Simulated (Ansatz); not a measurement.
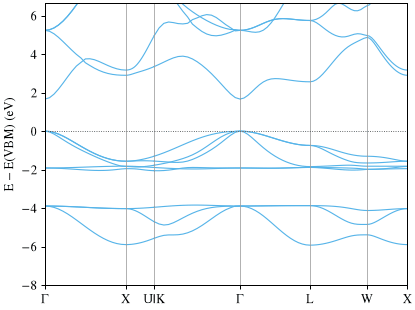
*Band structure from plane-wave PAW r²SCAN (Ansatz code)*

Task: Read off the gap and where the band edges lie.

Result: About 1.7 eV (1.67 eV by a search for the band edges); maximum at Γ, minimum at Γ.

The material is CuI (zinc blende, space group No. 216).

Space group F-43m (zinc blende). Symmetry was held in the r²SCAN relaxation; phonons on a q-mesh show no instability. The run is not spin-polarised. Scalar-relativistic: spin–orbit coupling is off unless named, which matters more the heavier the elements.

Potentials: the later of the program's two PAW sets.
